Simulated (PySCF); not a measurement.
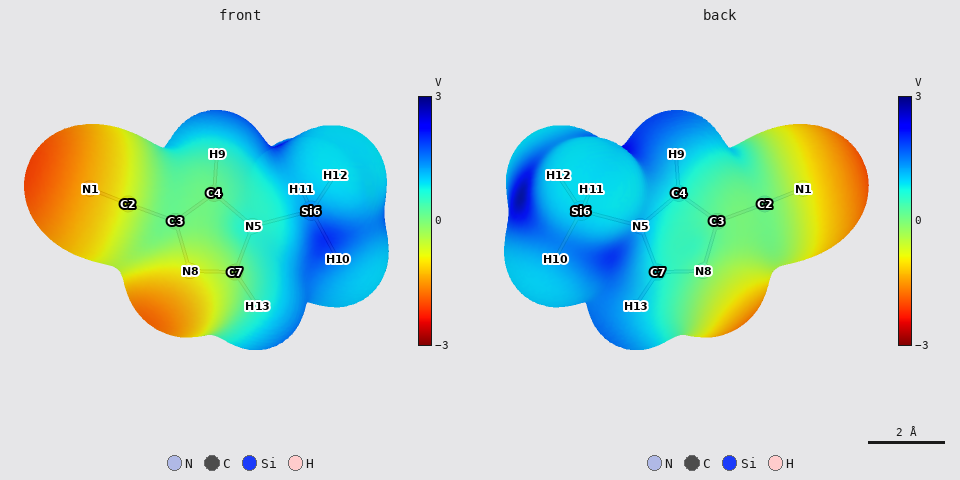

Figure 1: C$_{4}$H$_{5}$N$_{3}$Si (SMILES N#Cc1cn([SiH3])cn1). The molecular electrostatic potential painted on the density surface at 0.002 e/bohr³, seen from the front and from behind; the colour scale runs from red (negative) to blue (positive).

Geometry: GFN2-xTB.

All numbers below come from CAM-B3LYP/def2-SVPD, SCF density, gas phase (PySCF).

The calculation's input:

```
{"job": {"kind": "uv", "xc": "CAM-B3LYP", "basis": "def2-SVPD", "nstates": 8, "ntriplets": 3}, "charge": 0, "multiplicity": 1}
N      4.139272     0.378747     0.292626
C      3.033768     0.102582     0.165851
C      1.669554    -0.199426     0.020369
C      0.601059     0.643142     0.204776
N     -0.527841    -0.081577    -0.047804
Si    -2.187088     0.501752     0.037270
C     -0.078710    -1.331329    -0.373986
N      1.207282    -1.440453    -0.345034
H      0.564246     1.674517     0.489433
H     -2.984342    -0.665519    -0.317217
H     -2.398625     0.953462     1.410114
H     -2.294600     1.592579    -0.928147
H     -0.748363    -2.127991    -0.625979
```

Command:

```sh
OMP_NUM_THREADS=1 python probes_run.py task.json out
```

Where is the surface potential most negative and most positive?

Answer. The most negative region (about −2.0 V, or −46 kcal/mol for a unit charge) lies over N1, the most positive (about +2.5 V, or +58 kcal/mol for a unit charge) over Si6. N1 is the likeliest acceptor of a hydrogen bond.

How polar is the molecule by this calculation?

Answer. Its dipole moment is 7.89 D.
